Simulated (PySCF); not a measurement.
## Electronic structure of C₇H₁₃NSi₂ in real space

The calculation's input:

```
{"job": {"kind": "nmr", "xc": "PBE0", "basis": "pcSseg-1"}, "charge": 0, "multiplicity": 1}
C     -1.523483    -2.583934     4.124154
C     -1.221619    -1.832227     3.231192
C     -0.884838    -0.979483     2.229354
C     -0.566393    -0.213948     1.341128
Si    -0.199100     0.970887    -0.035164
C      0.932691     0.040322    -1.256870
C      2.230943    -0.440883    -0.620707
C      3.140940    -1.136518    -1.626795
Si    -2.156731     1.671467    -1.037926
N     -3.059423     2.398490     0.238214
H     -1.783118    -3.237388     4.901818
H      0.610770     2.024608     0.611239
H      1.171157     0.693375    -2.100108
H      0.405238    -0.819712    -1.675641
H      2.759569     0.411839    -0.188727
H      1.996709    -1.127345     0.196087
H      2.643465    -2.004285    -2.055929
H      4.059884    -1.469521    -1.148795
H      3.400736    -0.456944    -2.436853
H     -2.874178     0.589609    -1.744374
H     -2.005095     2.756144    -2.014344
H     -3.922965     2.868393     0.018077
H     -3.159913     1.904039     1.109819
```

Run with:

```sh
OMP_NUM_THREADS=1 python probes_run.py task.json out
```

Geometry: GFN2-xTB.

Level of theory: PBE0/pcSseg-1, SCF density, gas phase, non-relativistic (PySCF 2.14.0).

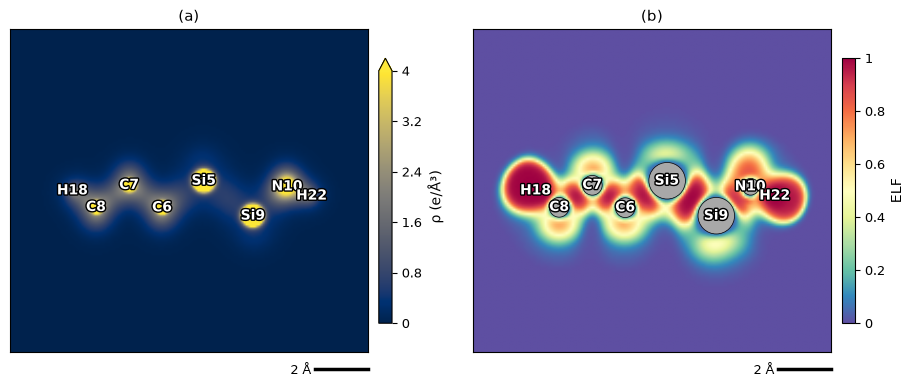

Figure 1. (a) total electron density; (b) electron localisation function on the plane of atoms C6, Si5 and Si9. Grey discs cover the atomic cores in the ELF map.

Read the bonding off the picture.

Answer.
- The section cuts through Si, C, N and H sites.
- Si–N (1.72 Å): the density is about 1.1 e/Å³ at the midpoint; the ELF peaks at about 0.90 between the atoms; a shared but strongly polarised pair.
- Si–Si (2.31 Å): ρ at the midpoint is about 0.69 e/Å³; the ELF peaks at about 1 between the atoms: localised, covalent bonding.
- N–H (1.01 Å): ρ at the midpoint is about 2.8 e/Å³; the ELF climbs to about 1 towards the hydrogen, as it does in any bond to H; an ordinary covalent bond to hydrogen.
- C–Si (1.91 Å): ρ is about 0.91 e/Å³ halfway; the ELF peaks at about 0.95 between the atoms; a covalent bond.

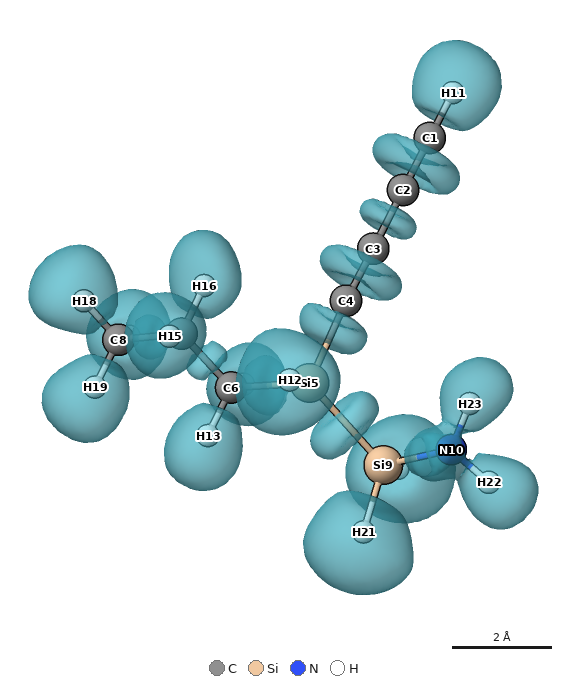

Figure 2. Isosurface of the electron localisation function at 0.8 (cyan), seen at a tilt. Only the valence region is drawn (cores and ρ < 0.01 e/Å³ removed).

What do the ELF domains correspond to?

Answer. At this value the surface marks out five regions between bonded C–C atoms (shared pairs), two regions between bonded C–Si atoms (shared pairs), one region between bonded Si–Si atoms (shared pairs), eleven regions around hydrogen nuclei and one joined region spread over several atoms (H, N), in which their bonds and any lone pairs are merged.


C–C (1.21 Å): the ELF peaks at about 0.85 between the atoms (a short, multiple covalent bond).

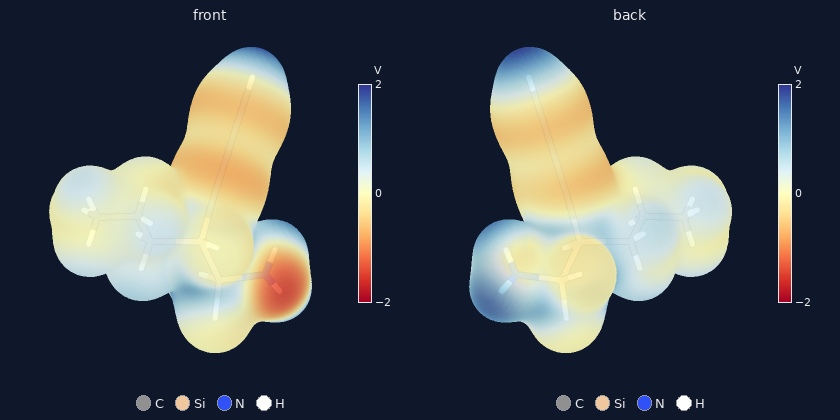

Figure 3. The molecular electrostatic potential painted on the density surface at 0.002 e/bohr³, seen from the front and from behind; the colour scale runs from red (negative) to blue (positive).

Which sites attract a positive test charge, and which a negative one?

Answer. A positive charge is drawn to the negative regions and a negative charge to the positive ones. The most negative region (about −1.4 V) lies over N10, the most positive (about +1.7 V) over H11. N10 is the likeliest acceptor of a hydrogen bond.
